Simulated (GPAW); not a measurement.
# The basis that the transmission of a carbon nanotube (3, 3); one C replaced by N needs

Aim: T(E), conductance and thermopower of a carbon nanotube (3, 3); one C replaced by N, and what cheaper settings cost in accuracy.

Method: GPAW LCAO, PAW setups; Landauer transmission from Green's functions with principal layers (ASE), zero bias, in GPAW 26.7.0.

### 1. Starting point

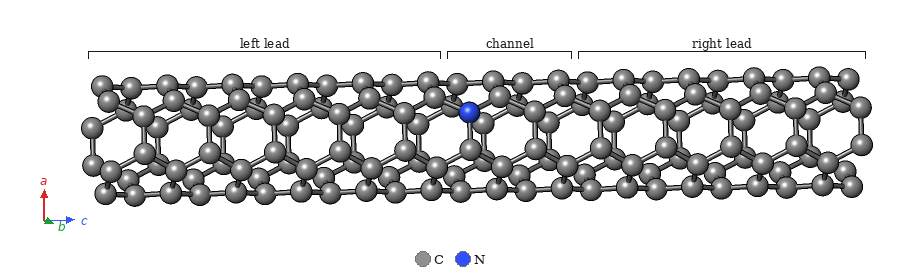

Start, viewed from the side, with the c axis across the page; carbon grey, nitrogen blue.

The cell holds 144 atoms: 143 C and 1 N. Its edges and angles: a = 12.068 Å, b = 12.068 Å, c = 29.514 Å, α = 90.0°, β = 90.0°, γ = 90.0°. Regions: left lead, 60 atoms (60 C); channel, 24 atoms (23 C and 1 N); right lead, 60 atoms (60 C). Vacuum lies along a and b. The structure is stacked along c, and the current runs across the ab planes.

### 2. Single-zeta polarised basis

One radial function a shell plus polarisation makes the matrices smaller; the question is what that costs.

Contents of run.py:

```python
import json
import numpy as np
from ase import Atoms
from ase.transport.calculators import TransportCalculator
from gpaw import GPAW, FermiDirac
from gpaw.lcao.tools import get_lcao_hamiltonian
from scipy.linalg import eigh

# The junction with lead layers at both ends, along the third cell vector
device = Atoms(
    ['C', 'C', 'C', 'C', 'C', 'C', 'C', 'C', 'C', 'C', 'C', 'C', 'C', 'C', 'C', 'C', 'C', 'C', 'C', 'C', 'C', 'C', 'C', 'C', 'C', 'C', 'C', 'C', 'C', 'C', 'C', 'C', 'C', 'C', 'C', 'C', 'C', 'C', 'C', 'C', 'C', 'C', 'C', 'C', 'C', 'C', 'C', 'C', 'C', 'C', 'C', 'C', 'C', 'C', 'C', 'C', 'C', 'C', 'C', 'C', 'C', 'C', 'C', 'C', 'C', 'C', 'C', 'C', 'C', 'C', 'N', 'C', 'C', 'C', 'C', 'C', 'C', 'C', 'C', 'C', 'C', 'C', 'C', 'C', 'C', 'C', 'C', 'C', 'C', 'C', 'C', 'C', 'C', 'C', 'C', 'C', 'C', 'C', 'C', 'C', 'C', 'C', 'C', 'C', 'C', 'C', 'C', 'C', 'C', 'C', 'C', 'C', 'C', 'C', 'C', 'C', 'C', 'C', 'C', 'C', 'C', 'C', 'C', 'C', 'C', 'C', 'C', 'C', 'C', 'C', 'C', 'C', 'C', 'C', 'C', 'C', 'C', 'C', 'C', 'C', 'C', 'C', 'C', 'C'],
    positions=[
        [4.12267, 6.72967, 0.61488],
        [5.01700, 7.79550, 0.61488],
        [5.01700, 4.27250, 0.61488],
        [6.38720, 4.03090, 0.61488],
        [7.59213, 7.34143, 0.61488],
        [8.06800, 6.03400, 0.61488],
        [4.00000, 6.03400, 1.84463],
        [4.47587, 4.72657, 1.84463],
        [5.68080, 8.03710, 1.84463],
        [7.05100, 7.79550, 1.84463],
        [7.05100, 4.27250, 1.84463],
        [7.94534, 5.33833, 1.84463],
        [4.12267, 6.72967, 3.07439],
        [5.01700, 7.79550, 3.07439],
        [5.01700, 4.27250, 3.07439],
        [6.38720, 4.03090, 3.07439],
        [7.59213, 7.34143, 3.07439],
        [8.06800, 6.03400, 3.07439],
        [4.00000, 6.03400, 4.30415],
        [4.47587, 4.72657, 4.30415],
        [5.68080, 8.03710, 4.30415],
        [7.05100, 7.79550, 4.30415],
        [7.05100, 4.27250, 4.30415],
        [7.94534, 5.33833, 4.30415],
        [4.12267, 6.72967, 5.53390],
        [5.01700, 7.79550, 5.53390],
        [5.01700, 4.27250, 5.53390],
        [6.38720, 4.03090, 5.53390],
        [7.59213, 7.34143, 5.53390],
        [8.06800, 6.03400, 5.53390],
[... 108 atom lines left out ...]
        [4.00000, 6.03400, 28.89927],
        [4.47587, 4.72657, 28.89927],
        [5.68080, 8.03710, 28.89927],
        [7.05100, 7.79550, 28.89927],
        [7.05100, 4.27250, 28.89927],
        [7.94534, 5.33833, 28.89927]],
    cell=[[12.068, 0.0, 0.0], [0.0, 12.068, 0.0], [0.0, 0.0, 29.51415]],
    pbc=True)

# One principal layer of the lead: the first 36 atoms of the device
lead = Atoms(
    ['C', 'C', 'C', 'C', 'C', 'C', 'C', 'C', 'C', 'C', 'C', 'C', 'C', 'C', 'C', 'C', 'C', 'C', 'C', 'C', 'C', 'C', 'C', 'C', 'C', 'C', 'C', 'C', 'C', 'C', 'C', 'C', 'C', 'C', 'C', 'C'],
    positions=[
        [4.12267, 6.72967, 0.61488],
        [5.01700, 7.79550, 0.61488],
        [5.01700, 4.27250, 0.61488],
        [6.38720, 4.03090, 0.61488],
        [7.59213, 7.34143, 0.61488],
        [8.06800, 6.03400, 0.61488],
        [4.00000, 6.03400, 1.84463],
        [4.47587, 4.72657, 1.84463],
        [5.68080, 8.03710, 1.84463],
        [7.05100, 7.79550, 1.84463],
        [7.05100, 4.27250, 1.84463],
        [7.94534, 5.33833, 1.84463],
        [4.12267, 6.72967, 3.07439],
        [5.01700, 7.79550, 3.07439],
        [5.01700, 4.27250, 3.07439],
        [6.38720, 4.03090, 3.07439],
        [7.59213, 7.34143, 3.07439],
        [8.06800, 6.03400, 3.07439],
        [4.00000, 6.03400, 4.30415],
        [4.47587, 4.72657, 4.30415],
        [5.68080, 8.03710, 4.30415],
        [7.05100, 7.79550, 4.30415],
        [7.05100, 4.27250, 4.30415],
        [7.94534, 5.33833, 4.30415],
        [4.12267, 6.72967, 5.53390],
        [5.01700, 7.79550, 5.53390],
        [5.01700, 4.27250, 5.53390],
        [6.38720, 4.03090, 5.53390],
        [7.59213, 7.34143, 5.53390],
        [8.06800, 6.03400, 5.53390],
        [4.00000, 6.03400, 6.76366],
        [4.47587, 4.72657, 6.76366],
        [5.68080, 8.03710, 6.76366],
        [7.05100, 7.79550, 6.76366],
        [7.05100, 4.27250, 6.76366],
        [7.94534, 5.33833, 6.76366]],
    cell=[[12.068, 0.0, 0.0], [0.0, 12.068, 0.0], [0.0, 0.0, 7.37854]],
    pbc=True)

settings = dict(mode='lcao', basis='szp(dzp)', xc='PBE', h=0.18,
                occupations=FermiDirac(0.1), maxiter=250,
                mixer=dict(beta=0.1, nmaxold=8, weight=100.0),
                convergence=dict(density=0.0001))
energies = np.arange(-2, 2 + 1e-9, 0.05)
eta = 0.0001
n1, n2 = 1, 1
# k and -k transmit alike, so half of the mesh across the current serves
mesh = [(i, j) for i in range(n1) for j in range(n2) if (i, j) <= (-i % n1, -j % n2)]
weights = np.array([1 if (i, j) == (-i % n1, -j % n2) else 2 for i, j in mesh]) / (n1 * n2)


def ground_state(atoms, size, txt):
    atoms.calc = GPAW(kpts={'size': size, 'gamma': True}, symmetry={'tolerance': 1e-3}, txt=txt, **settings)
    atoms.get_potential_energy()
    return atoms.calc.get_fermi_level()


def blocks(atoms, fermi, points, nz, cells):
    """H - E_F S and S between cell 0 and the cells above it, at each point across the current."""
    kz = np.arange(nz) / nz
    calc = atoms.calc.fixed_density(kpts=[(*k, z) for k in points for z in kz], symmetry='off', txt=None)
    H, S = get_lcao_hamiltonian(calc)
    H = (H - fermi * S).reshape(len(H), len(points), nz, *S.shape[1:])
    S = S.reshape(H.shape[1:])
    phases = [np.exp(-2j * np.pi * kz * R) / nz for R in cells]
    return [(np.einsum('skzij,z->ksij', H, p), np.einsum('kzij,z->kij', S, p)) for p in phases]


def pair(a, b):
    return np.block([[a, b], [b.T.conj(), a]])


def count_channels(h, s, cells, nk=240):
    """Half the number of times that the lead's bands cross each energy, unfolded to its shortest repeat."""
    b = len(h) // cells
    bands = []
    for k in (np.arange(nk + 1) + 0.5) / nk:
        hk, sk = h[:b, :b].copy(), s[:b, :b].copy()
        for R in range(1, cells):
            phase, block = np.exp(2j * np.pi * k * R), slice(R * b, (R + 1) * b)
            hk += h[:b, block] * phase + (h[:b, block] * phase).T.conj()
            sk += s[:b, block] * phase + (s[:b, block] * phase).T.conj()
        w, u = eigh(sk)
        x = u[:, w > 1e-5] / w[w > 1e-5]**0.5  # drop near-dependent combinations
        bands.append(np.r_[eigh(x.T.conj() @ hk @ x, eigvals_only=True), [1e9] * (w <= 1e-5).sum()])
    below = np.array(bands)[:, :, None] < energies
    return (below[1:] != below[:-1]).sum((0, 1)) / 2


fermi_lead = ground_state(lead, (1, 1, 15), 'lead.txt')
fermi_device = ground_state(device, (1, 1, 3), 'device.txt')
T, channels, eigen, tail, misfit, shifts = [], [], [], 0.0, 0.0, []
for first in range(0, len(mesh), 5):
    points = [(i / n1, j / n2) for i, j in mesh[first:first + 5]]
    (H0k, S0k), (H1k, S1k), (H2k, _) = blocks(lead, fermi_lead, points, 5, range(3))
    [(Hk, Sk)] = blocks(device, fermi_device, points, 2, [0])
    tail = max(tail, abs(H2k).max())
    for H0, S0, H1, S1, H, S in zip(H0k, S0k, H1k, S1k, Hk, Sk):
        n = len(S0)
        # Shift the lead onto the potential of the device's first layer
        shift = ((H[:, 0, 0] - H0[:, 0, 0]) / S0[0, 0]).real.mean()
        shifts.append(shift)
        misfit = max(misfit, abs(H[:, :n, :n] - H0 - shift * S0).max())
        Tk, Ck, Ek = [], [], []
        for s in range(len(H)):
            t = s % len(H0)  # a lead without moments serves both spins
            h1, s1 = pair(H0[t] + shift * S0, H1[t] + shift * S1), pair(S0, S1)
            leads = dict(h1=h1, s1=s1, energies=energies, eta=eta, eta1=eta, eta2=eta)
            calc = TransportCalculator(h=H[s], s=S, eigenchannels=3, **leads)
            Tk.append(calc.get_transmission())
            Ek.append(np.sort(calc.eigenchannels_ne, axis=0)[::-1])
            Ck.append(count_channels(h1, s1, 6))
        T.append(Tk)
        channels.append(Ck)
        eigen.append(Ek)
T, channels = np.array(T), np.array(channels)
mean, open_channels = np.einsum('kse,k->se', T, weights), np.einsum('kse,k->se', channels, weights)

print(f'basis functions: device {len(S)}, principal layer {n}')
print(f'Fermi level: lead {fermi_lead:.4f} eV, device {fermi_device:.4f} eV; lead shifted by {np.mean(shifts):.4f} eV')
print(f'largest coupling past the next layer {tail:.2e} eV, largest misfit of the first layer {misfit:.3f} eV')
print('  E-E_F (eV)   ' + 'T (one spin)  channels')
for e, t, c in zip(energies, mean.T, open_channels.T):
    print(f'{e:10.3f}  ', *[f'{x:11.4e}' for x in t], *[f'{x:9.4f}' for x in c])

kT = 8.617333e-5 * 77
fine = np.linspace(energies[0], energies[-1], 4001)
both = np.exp(np.interp(fine, energies, np.log(np.maximum(mean.sum(0) * 2 / len(mean), 1e-30))))
fermi = lambda mu: 1 / (1 + np.exp(np.clip((fine - mu) / kT, -200, 200)))
slope = fermi(0) * (1 - fermi(0)) / kT
G = np.trapezoid(both * slope, fine) / 2
seebeck = -np.trapezoid(both * slope * fine, fine) / (2 * G * 77) * 1e6
print(f'conductance at 77 K: {G:.5g} G0 a cell; thermopower {seebeck:.4g} uV/K')
bias = [0.1, 0.2, 0.5, 1.0, 1.5, 2.0]
current = [38.74 * np.trapezoid(both * (fermi(V / 2) - fermi(-V / 2)), fine) for V in bias]
for V, I in zip(bias, current):
    print(f'current from the zero-bias T(E) at {V} V: {I:.5g} uA')
zero = abs(energies).argmin()
json.dump(dict(energies=energies.tolist(), T=mean.tolist(), channels=open_channels.tolist(), G=G, seebeck=seebeck,
               bias=bias, current=current, tail=tail, misfit=misfit, shift=np.mean(shifts), n_device=len(S), n_lead=n,
               fermi=[fermi_lead, fermi_device], energy=device.get_potential_energy(),
               moments=device.get_magnetic_moments().tolist(), mesh=mesh, weights=weights.tolist(),
               T_k=T[:, :, zero].tolist(), eigen=np.array(eigen[0]).tolist()), open('result.json', 'w'))
```

Run with:

```bash
OMP_NUM_THREADS=1 OPENBLAS_NUM_THREADS=1 python run.py
```

The program printed:

```text
basis functions: device 1296, principal layer 324
Fermi level: lead -2.5857 eV, device -2.5355 eV; lead shifted by -0.0035 eV
largest coupling past the next layer 3.13e-15 eV, largest misfit of the first layer 0.026 eV
  E-E_F (eV)   T (one spin)  [channel counts left out]
    -2.000    9.9692e-01
    -1.950    9.9640e-01
    -1.900    9.9584e-01
    -1.850    9.9524e-01
    -1.800    9.9459e-01
    -1.750    9.9386e-01
    -1.700    9.9301e-01
    -1.650    9.9199e-01
    -1.600    9.9066e-01
    -1.550    9.8873e-01
    -1.500    9.8527e-01
    -1.450    9.7525e-01
    -1.400    6.2681e-01
    -1.350    9.9858e-01
    -1.300    9.9558e-01
    -1.250    9.9261e-01
[...]
1.650    4.4904e+00
     1.700    4.4931e+00
     1.750    4.4946e+00
     1.800    4.4949e+00
     1.850    4.4943e+00
     1.900    4.4927e+00
     1.950    4.4904e+00
     2.000    4.4873e+00
conductance at 77 K: 1.652 G0 a cell; thermopower 1.093 uV/K
current from the zero-bias T(E) at 0.1 V: 12.861 uA
current from the zero-bias T(E) at 0.2 V: 25.746 uA
current from the zero-bias T(E) at 0.5 V: 62.917 uA
current from the zero-bias T(E) at 1.0 V: 120.66 uA
current from the zero-bias T(E) at 1.5 V: 189 uA
current from the zero-bias T(E) at 2.0 V: 290.81 uA
```

It took 22 min on 1 thread of Arm Neoverse V1, shared host; peak memory 3 GiB.

Numbers from this step:

| Quantity | Value |
| --- | --- |
| conductance | 1.652 G₀ |
| largest coupling past the next principal layer | 3.13e-15 eV |
| largest misfit of the first principal layer | 0.02601 eV |
| shift that aligns the lead | -0.003489 eV |
| basis functions of the junction | 1296 |
| basis functions of a principal layer | 324 |
| transmission at the Fermi level (one spin) | 1.648 |

One spin. The transmission, zone mean by energy, zero at the Fermi level:

| energy (eV) | transmission, zone mean |
| --- | --- |
| -2.000 | 0.997 |
| -1.500 | 0.985 |
| -1.000 | 1.81 |
| -0.650 | 1.86 |
| -0.500 | 1.86 |
| 0.000 | 1.65 |
| 0.500 | 1.48 |
| 0.650 | 1.83 |
| 1.000 | 4.16 |
| 1.500 | 4.47 |
| 2.000 | 4.49 |

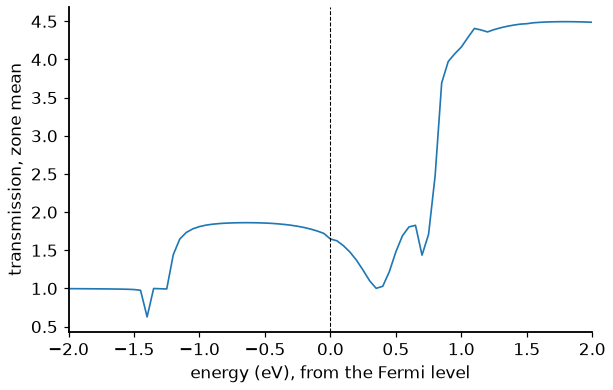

Transmission, zone mean, plotted against energy.

Not self-consistent under bias; the bias window is split evenly. Table of current through one cell, from the zero-bias transmission by bias:

| bias (V) | current through one cell, from the zero-bias transmission (μA) |
| --- | --- |
| 0.100 | 12.9 |
| 0.200 | 25.7 |
| 0.500 | 62.9 |
| 1.000 | 121 |
| 1.500 | 189 |
| 2.000 | 291 |

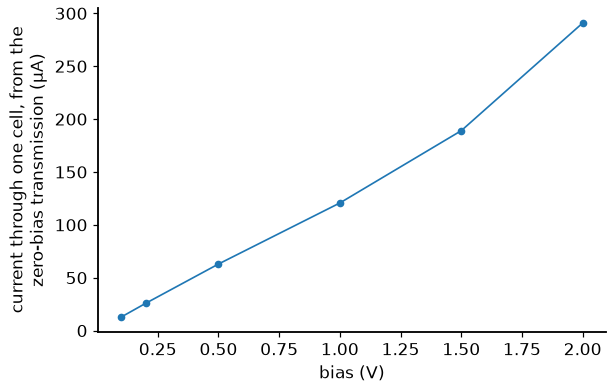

Current through one cell, from the zero-bias transmission, plotted against bias.

The transmission of the three most open eigenchannels by energy, zero at the Fermi level:

| energy (eV) | channel 1 | channel 2 | channel 3 |
| --- | --- | --- | --- |
| -2.000 | 0.997 | 7.8e-12 | 6.6e-12 |
| -1.800 | 0.995 | 0 | 0 |
| -1.600 | 0.991 | 0 | 0 |
| -1.400 | 0.627 | 2.8e-10 | 0 |
| -1.200 | 0.992 | 0.451 | 0 |
| -1.000 | 0.993 | 0.817 | 0 |
| -0.800 | 0.994 | 0.861 | 0 |
| -0.600 | 0.994 | 0.867 | 0 |
| -0.400 | 0.995 | 0.851 | 0 |
| -0.200 | 0.995 | 0.802 | 0 |
| 0.000 | 0.997 | 0.650 | 0 |
| 0.200 | 0.994 | 0.374 | 1.1e-12 |
| 0.400 | 0.991 | 0.0375 | 2.0e-10 |
| 0.600 | 0.961 | 0.844 | 3.6e-10 |
| 0.800 | 0.998 | 0.573 | 0.388 |
| 1.000 | 0.998 | 0.956 | 0.951 |
| 1.200 | 0.998 | 0.984 | 0.977 |
| 1.400 | 0.998 | 0.993 | 0.984 |
| 1.600 | 0.997 | 0.996 | 0.988 |
| 1.800 | 0.998 | 0.995 | 0.990 |
| 2.000 | 0.998 | 0.993 | 0.991 |

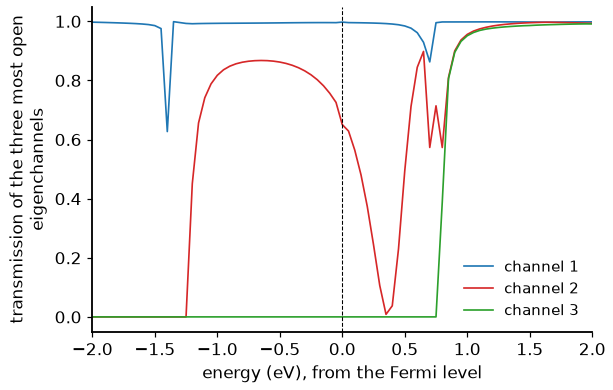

Transmission of the three most open eigenchannels against energy.

Couplings past the next layer reach 3.1e-15 eV, small enough to drop; the matrix elements of the cell's first layer differ from the bulk lead's by up to 0.026 eV. That layer keeps its own values in the calculation, and only beyond it is the lead taken as perfect.

### 3. Minimal basis, basis sz(dzp)

The minimal basis is the cheapest rung: no second zeta and no polarisation.

Changes to run.py since step 2:

```diff
@@ -95,3 +95,3 @@
 
-settings = dict(mode='lcao', basis='szp(dzp)', xc='PBE', h=0.18,
+settings = dict(mode='lcao', basis='sz(dzp)', xc='PBE', h=0.18,
                 occupations=FermiDirac(0.1), maxiter=250,
```

The program printed:

```text
basis functions: device 576, principal layer 144
Fermi level: lead -3.6605 eV, device -3.5978 eV; lead shifted by -0.0033 eV
largest coupling past the next layer 3.93e-15 eV, largest misfit of the first layer 0.025 eV
  E-E_F (eV)   T (one spin)  [channel counts left out]
    -2.000    9.9749e-01
    -1.950    9.9705e-01
    -1.900    9.9656e-01
    -1.850    9.9601e-01
    -1.800    9.9538e-01
    -1.750    9.9462e-01
    -1.700    9.9365e-01
    -1.650    9.9224e-01
    -1.600    9.8964e-01
    -1.550    9.8105e-01
    -1.500    5.7042e-01
    -1.450    9.9830e-01
    -1.400    9.9601e-01
    -1.350    9.9414e-01
    -1.300    1.4019e+00
    -1.250    1.6672e+00
[...]
1.650    4.3406e+00
     1.700    4.3662e+00
     1.750    4.3869e+00
     1.800    4.4015e+00
     1.850    4.4165e+00
     1.900    4.4269e+00
     1.950    4.4340e+00
     2.000    4.4484e+00
conductance at 77 K: 1.7285 G0 a cell; thermopower 0.6402 uV/K
current from the zero-bias T(E) at 0.1 V: 13.455 uA
current from the zero-bias T(E) at 0.2 V: 26.971 uA
current from the zero-bias T(E) at 0.5 V: 66.899 uA
current from the zero-bias T(E) at 1.0 V: 128.68 uA
current from the zero-bias T(E) at 1.5 V: 185.11 uA
current from the zero-bias T(E) at 2.0 V: 242.2 uA
```

Wall time 4.2 min (1 thread); peak memory 2.4 GiB.

This step gave:

| Item | Value |
| --- | --- |
| conductance | 1.728 G₀ |
| largest coupling past the next principal layer | 3.93e-15 eV |
| largest misfit of the first principal layer | 0.02488 eV |
| shift that aligns the lead | -0.003339 eV |
| basis functions of the junction | 576 |
| basis functions of a principal layer | 144 |
| transmission at the Fermi level (one spin) | 1.724 |

One spin. Table of transmission, zone mean by energy, zero at the Fermi level:

| energy (eV) | transmission, zone mean |
| --- | --- |
| -2.0000 | 0.997 |
| -1.7500 | 0.995 |
| -1.5000 | 0.570 |
| -1.2500 | 1.67 |
| -1.0000 | 1.86 |
| -0.7500 | 1.88 |
| -0.7000 | 1.88 |
| -0.5000 | 1.88 |
| -0.2500 | 1.84 |
| 0.0000 | 1.72 |
| 0.2500 | 1.53 |
| 0.5000 | 1.10 |
| 0.7500 | 1.14 |
| 1.0000 | 0.891 |
| 1.2500 | 3.37 |
| 1.5000 | 4.22 |
| 1.7500 | 4.39 |
| 2.0000 | 4.45 |

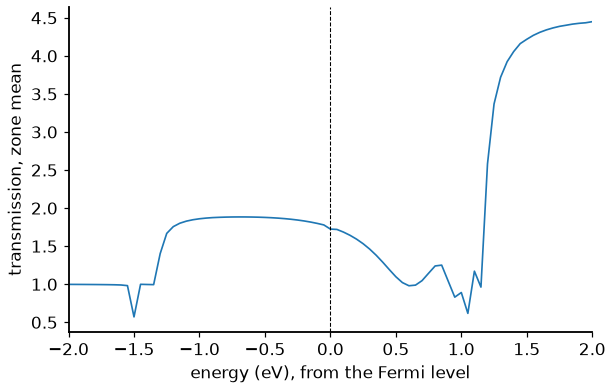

Transmission, zone mean, plotted against energy.

Not self-consistent under bias; the bias window is split evenly. Current through one cell, from the zero-bias transmission against bias:

| bias (V) | current through one cell, from the zero-bias transmission (μA) |
| --- | --- |
| 0.100 | 13.5 |
| 0.200 | 27.0 |
| 0.500 | 66.9 |
| 1.000 | 129 |
| 1.500 | 185 |
| 2.000 | 242 |

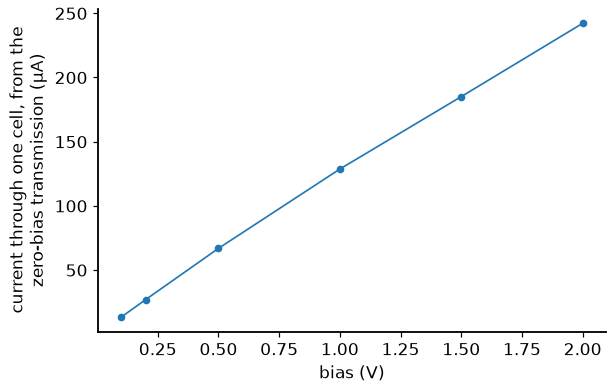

Current through one cell, from the zero-bias transmission, plotted against bias.

Transmission of the three most open eigenchannels against energy, zero at the Fermi level:

| energy (eV) | channel 1 | channel 2 | channel 3 |
| --- | --- | --- | --- |
| -2.000 | 0.997 | 4.2e-12 | 3.5e-12 |
| -1.500 | 0.570 | 8.3e-10 | 0 |
| -1.000 | 0.994 | 0.865 | 0 |
| -0.500 | 0.995 | 0.882 | 0 |
| 0.000 | 0.997 | 0.727 | 0 |
| 0.500 | 0.986 | 0.112 | 0 |
| 1.000 | 0.848 | 0.0430 | 1.9e-9 |
| 1.500 | 0.997 | 0.972 | 0.971 |
| 2.000 | 0.995 | 0.993 | 0.988 |

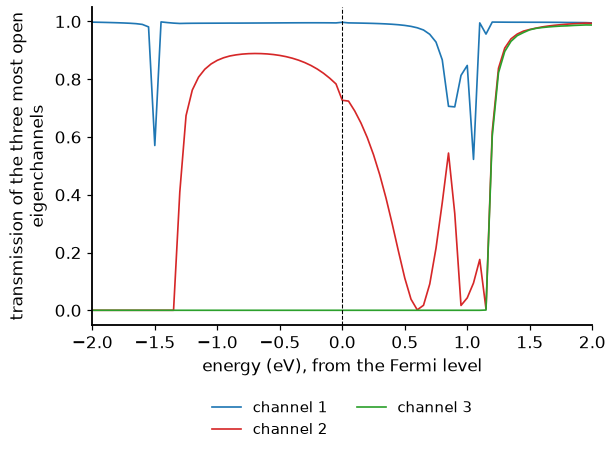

Transmission of the three most open eigenchannels against energy.

The transmission at the Fermi level comes to 1.72. The current reaches 242 μA at 2 V, close to what the ratio of current to bias at 0.1 V would give.

[end of part 1 of 3]

[Logs are printed without paths, hosts, clocks, repeated set-up lines and the standing remarks that a program may print on its own settings, such as how far it seeks lower states.]

[Hosts, paths, dates, database ids (printed as entryN), source tags and the programs' standing remarks are cut or masked in the printed files.]
